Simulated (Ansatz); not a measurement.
# Effect of Al interstitial (started 1.58 Å from the nearest host atom), symmetric start on AlRu

Consider a 54-atom supercell of AlRu in the CsCl type structure (space group Pm-3m, No. 221; a = 2.983 Å) at its relaxed geometry.

The change: a neutral Al interstitial (started 1.58 Å from the nearest host atom), symmetric start, atoms relaxed at fixed cell.

Method: r2SCAN (Ansatz, a quantum-chemistry and plane-wave program, PAW, without spin-orbit coupling). k-mesh 4×4×4 (Γ-centred); smearing 0.05 eV (Fermi–Dirac).

The pressure increases by 7.42 GPa, from -0.2 GPa to 7.3 GPa and the largest displacement of a host atom from its site in the perfect cell comes out as 0.83 Å. The final site of the added atom comes out as 4 Al at 2.18–2.82 Å and 6 Ru at 2.25–2.75 Å.

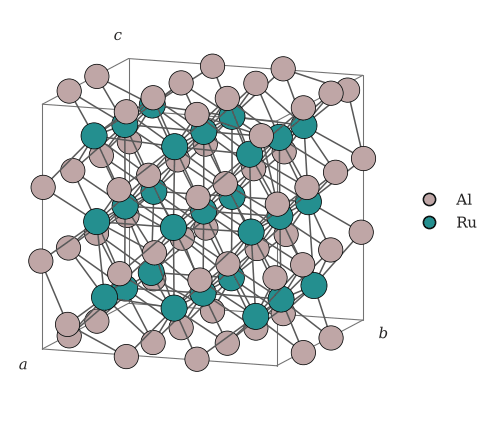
*The relaxed cell after the change*

The defect started on the symmetric site and kept its symmetry, so it may sit on a saddle. The defect cells are neutral and carry no finite-size correction. All final runs are without spin polarisation. The defect cell is not spin-polarised.
